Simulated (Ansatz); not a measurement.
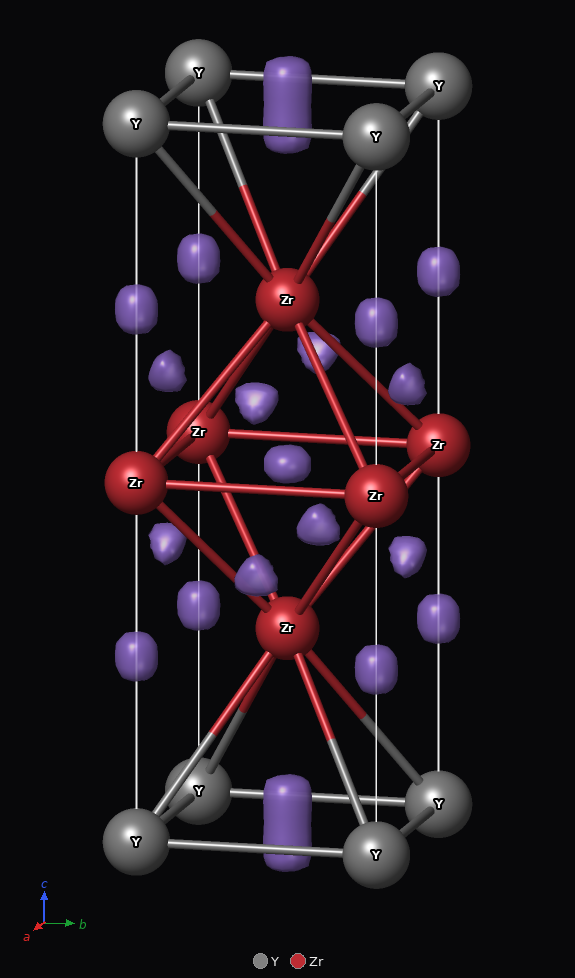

The picture shows: YZr3. Isosurface of the ELF at 0.65 (purple), seen slightly off an axis. Core shells and regions of very low density are left out. Sticks mark near contacts.

Space group P4/mmm; a structure generated by program, which may or may not match a known phase; computed without spin polarisation.

Level of theory: Ansatz 0.2.0, DFT PBE, scalar-relativistic, plane waves, PAW.

In a PAW calculation such maps are meaningful between the atoms, not at the nuclei.

```
Y Zr
1.0
     3.24505    0.00000    0.00000
     0.00000    3.24505    0.00000
     0.00000    0.00000    9.62282
Y Zr
1 3
Direct
  0.00000 0.00000 0.00000
  0.50000 0.50000 0.72866
  0.00000 0.00000 0.50000
  0.50000 0.50000 0.27134
```

**What do the ELF domains correspond to?**

The surface consists of eight pockets between the atoms, centred on no nucleus (multi-centre or interstitial), counted in one cell of 4 atoms. Regions shared between cells count once. Along the contacts the grid gives the following. Zr–Zr (3.18 Å): the ELF is about 0.20 at the midpoint (no localised pair shows between them). Y–Y (3.25 Å): the ELF is about 0.10 at the midpoint; no localised pair shows between them.
